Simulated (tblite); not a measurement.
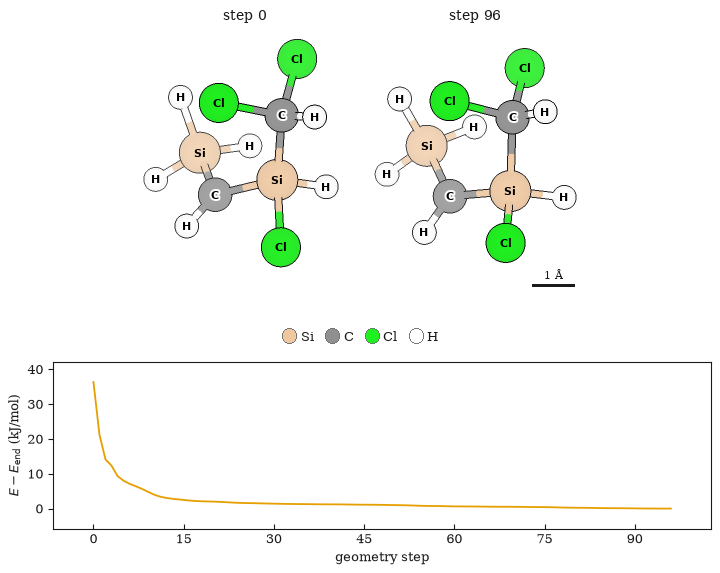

First and last geometry of a relaxation of C2H6Cl3Si2 (multiplicity 2), with the history of the run. A ball-and-stick model, seen from a free direction.

Theory: tblite 0.8.0, GFN2-xTB geometry optimisation, gas phase. 

What do the curves and the structures tell?

It converged. The largest move after the best rigid fit is that of an H atom, 0.49 Å. Largest moves by element: H 0.49 Å, Cl 0.42 Å, Si 0.30 Å, C 0.17 Å. Near-neighbour distances that change, for instance: C–Si 1.851 → 1.943 Å, Cl–Si 2.076 → 2.014 Å, C–Si 1.813 → 1.874 Å, C–Si 1.794 → 1.846 Å. Bond angles that change, for instance: C–Si–Cl 101.0° → 112.7°, C–Si–C 119.2° → 108.8°, Si–C–Si 117.8° → 128.0°. Groups turn about C–Si by about 20°. Over 96 geometry steps the energy falls by 36.3 kJ/mol. Cost: 1 s on 1 thread of Arm Neoverse V1 (shared host).

```tsv
step	E − E(0), kJ/mol
0	0.00
1	-15.11
2	-22.23
3	-24.00
4	-26.99
5	-28.33
6	-29.22
7	-29.90
8	-30.64
9	-31.46
10	-32.29
15	-33.86
19	-34.30
24	-34.69
28	-34.85
33	-35.03
37	-35.10
42	-35.17
46	-35.24
51	-35.37
55	-35.57
60	-35.71
64	-35.77
69	-35.82
73	-35.90
78	-36.05
82	-36.13
87	-36.24
91	-36.31
96	-36.35
```
